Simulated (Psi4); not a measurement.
# Si2NH5F (SMILES F[SiH2]N[SiH2]) at UPBE/6-31G(d) (spherical functions)

Aim: the vertical ionisation energy of Si2NH5F at UPBE/6-31G* (spherical functions), from 2 runs. 

Program for the calculation: Psi4 1.11.

## Step 1: Starting point

Si2NH5F: 9 atoms, total charge 0, spin state doublet. SMILES: `F[SiH2]N[SiH2]`. The shape is that of a PBE0-D4/def2-TZVP optimisation. This is one conformer, not always the lowest.

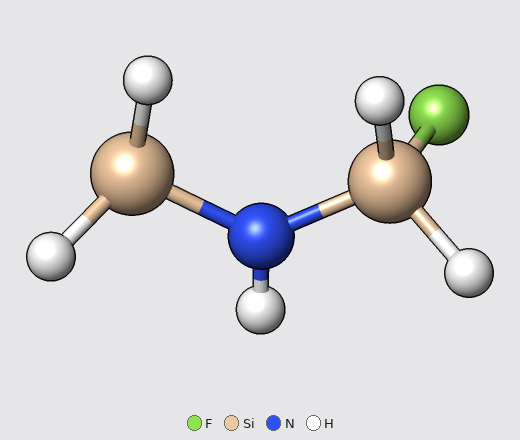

Viewed from a chosen angle; fluorine green, silicon light orange, nitrogen blue, hydrogen white.

## Step 2: The energy at UPBE/6-31G(d) (spherical functions)

fh5nsi2_ase.py

```python
import numpy as np
from ase.calculators.psi4 import Psi4
from ase import Atoms

a = Atoms(['F', 'Si', 'N', 'Si', 'H', 'H', 'H', 'H', 'H'], positions=[
    [-1.778200, 1.208900, -1.181800],
    [-0.288000, 1.123600, -0.604900],
    [0.241500, -0.491400, -0.403000],
    [0.023600, -1.533600, 0.967900],
    [0.576300, 1.799100, -1.598800],
    [-0.302800, 1.779800, 0.718800],
    [0.600400, -0.942200, -1.234500],
    [-0.246300, -0.650000, 2.136200],
    [1.261800, -2.340700, 1.182700],
])
calc = Psi4(atoms=a, method='pbe', basis='6-31G*', memory='2200MB', num_threads=1, charge=0, multiplicity=2, label='psi4-calc', reference='uks')
calc.psi4.set_options({'puream': True, 'e_convergence': 1e-09, 'd_convergence': 1e-08, 'scf_type': 'pk', 'dft_radial_points': 99, 'dft_spherical_points': 590, 'maxiter': 100})
a.calc = calc

print(f'energy: {a.get_potential_energy():.6f} eV')
```

The run is started by

```
$ python fh5nsi2_ase.py
```

psi4-calc.dat:

```text
[...]
  Running in c1 symmetry.
[...]
  Nuclear repulsion =  217.045251544568430
[...]
  Multiplicity = 2
[...]
  Nalpha       = 25
  Nbeta        = 24
[...]
    Number of basis functions: 74
[...]
   @UKS iter   1:  -735.74588155630954   -8.47477e-02   1.22331e-02 ADIIS/DIIS
[...]
   @UKS iter  13:  -736.11558175903974   -4.88853e-12   7.35072e-09 DIIS
[...]
   @S^2 Observed:                7.512519615E-01
[...]
    Orbital Energies [Eh]
    ---------------------
    Alpha Occupied:
       1A    -65.449007     2A    -65.419798     3A    -24.249642
       4A    -14.002308     5A     -5.089861     6A     -5.066351
       7A     -3.502600     8A     -3.500702     9A     -3.499265
      10A     -3.478960    11A     -3.477277    12A     -3.475632
      13A     -1.067749    14A     -0.789569    15A     -0.506468
      16A     -0.492783    17A     -0.421466    18A     -0.388133
      19A     -0.375584    20A     -0.361288    21A     -0.324688
      22A     -0.313063    23A     -0.290780    24A     -0.277391
      25A     -0.165834
    Alpha Virtual:
[...]
  @UKS Final Energy:  -736.11558175903974
   => Energetics <=
    Nuclear Repulsion Energy =            217.0452515445684298
    One-Electron Energy =               -1451.4855913949720616
    Two-Electron Energy =                 559.0141765622207686
    DFT Exchange-Correlation Energy =     -60.6894184708567934
    Empirical Dispersion Energy =           0.0000000000000000
    VV10 Nonlocal Energy =                  0.0000000000000000
    Total Energy =                       -736.1155817590397419
  UHF NO Occupations:
  HONO-2 :   23  A 1.9998661
  HONO-1 :   24  A 1.9996117
[...]
 Multipole Moments:
 ------------------------------------------------------------------------------------
     Multipole            Electronic (a.u.)      Nuclear  (a.u.)        Total (a.u.)
 ------------------------------------------------------------------------------------
 L = 1.  Multiply by 2.5417464519 to convert [e a0] to [Debye]
 Dipole X            :         -4.3204683            4.8875406            0.5670723
 Dipole Y            :          1.4640519           -1.6512751           -0.1872232
 Dipole Z            :         -3.1149442            2.9265060           -0.1884382
 Magnitude           :                                                    0.6262049
[...]
```

Standard output:

```text
energy: -20030.725254 eV
```

Wall time 18 s (1 thread of Intel Xeon 6975P-C (Granite Rapids), shared host); peak memory 1.2 GiB.

## Step 3: The singlet cation, same level

fh5nsi2.dat

```
memory 2200 MB

molecule {
  1 1
  F     -1.778200     1.208900    -1.181800
  Si    -0.288000     1.123600    -0.604900
  N      0.241500    -0.491400    -0.403000
  Si     0.023600    -1.533600     0.967900
  H      0.576300     1.799100    -1.598800
  H     -0.302800     1.779800     0.718800
  H      0.600400    -0.942200    -1.234500
  H     -0.246300    -0.650000     2.136200
  H      1.261800    -2.340700     1.182700
  units angstrom
  symmetry c1
  no_reorient
  no_com
}

set basis 6-31G*
set reference rks
set puream true
set e_convergence 1e-09
set d_convergence 1e-08
set scf_type pk
set dft_radial_points 99
set dft_spherical_points 590

E, wfn = energy("pbe", return_wfn=True)
oeprop(wfn, "MULLIKEN_CHARGES", "QUADRUPOLE", "MAYER_INDICES")
```

The run is started by

```
$ psi4 -i fh5nsi2.dat -o fh5nsi2.out -n 1
```

fh5nsi2.out, cut to the lines that bear on the results:

```text
[...]
  Running in c1 symmetry.
[...]
  Nuclear repulsion =  217.045251544568430
[...]
  Multiplicity = 1
[...]
  Nalpha       = 24
  Nbeta        = 24
[...]
    Number of basis functions: 74
[...]
   @RKS iter   1:  -735.48051767248432    1.80616e-01   1.17331e-02 DIIS/ADIIS
[...]
   @RKS iter  13:  -735.83297845447032   -1.13687e-12   1.97939e-09 DIIS
[...]
  @RKS Final Energy:  -735.83297845447032
   => Energetics <=
    Nuclear Repulsion Energy =            217.0452515445684298
    One-Electron Energy =               -1440.9194560149412609
    Two-Electron Energy =                 548.4133585578526890
    DFT Exchange-Correlation Energy =     -60.3721325419501298
    Empirical Dispersion Energy =           0.0000000000000000
    VV10 Nonlocal Energy =                  0.0000000000000000
    Total Energy =                       -735.8329784544703216
[...]
 Multipole Moments:
 ------------------------------------------------------------------------------------
     Multipole            Electronic (a.u.)      Nuclear  (a.u.)        Total (a.u.)
 ------------------------------------------------------------------------------------
 L = 1.  Multiply by 2.5417464519 to convert [e a0] to [Debye]
 Dipole X            :         30.9051047          -30.4727786            0.4323261
 Dipole Y            :         -4.7094547            2.5441383           -2.1653164
 Dipole Z            :         14.3301225          -13.5508481            0.7792744
 Magnitude           :                                                    2.3415315
 L = 2.  Multiply by 1.3450342976 to convert [e a0^2] to [Debye ang]
 Quadrupole XX       :       -142.5762810          115.9607562          -26.6155248
 Quadrupole XY       :        100.9928178         -100.2610783            0.7317395
[...]
  Mulliken Charges: (a.u.)
   Center  Symbol    Alpha    Beta     Spin     Total
       1     F     4.65355  4.65355  0.00000 -0.30709
       2    SI     6.62957  6.62957  0.00000  0.74087
       3     N     3.83414  3.83414  0.00000 -0.66829
       4    SI     6.65882  6.65882  0.00000  0.68237
       5     H     0.50061  0.50061  0.00000 -0.00121
       6     H     0.51664  0.51664  0.00000 -0.03328
       7     H     0.28850  0.28850  0.00000  0.42300
       8     H     0.46207  0.46207  0.00000  0.07587
       9     H     0.45611  0.45611  0.00000  0.08778
   Total alpha = 24.00000, Total beta = 24.00000, Total charge =  1.00000
[...]
```

Wall time 13 s (1 thread of Intel Xeon 6975P-C (Granite Rapids), shared host); peak memory 1.2 GiB.

## Step 4: Summary of results

At UPBE/6-31G* (spherical functions):

| quantity | value |
| --- | --- |
| doublet Si2NH5F: total energy | -736.11558 Eh |
| doublet Si2NH5F: dipole moment | 1.59 D |
| doublet Si2NH5F: HOMO energy (highest over α and β) | -4.51 eV |
| doublet Si2NH5F: LUMO energy (lowest over α and β) | -2.94 eV |
| doublet Si2NH5F: ⟨S²⟩ | 0.751 |
| singlet cation: total energy | -735.83298 Eh |
| singlet cation: HOMO energy | -12.46 eV |
| singlet cation: LUMO energy | -10.72 eV |
| singlet cation: HOMO–LUMO gap | 1.74 eV |
| vertical ionisation energy (to the singlet cation) | 7.690 eV |

In words: The vertical ionisation energy comes to 7.69 eV (177 kcal/mol). Only the singlet of the ionised species was computed; a triplet could lie lower. With no_com the log's rotational constants are taken about the origin, not the centre of mass, so they aren't the molecule's. Mulliken charges (singlet cation) run from -0.67 on N3 to +0.74 on Si2.
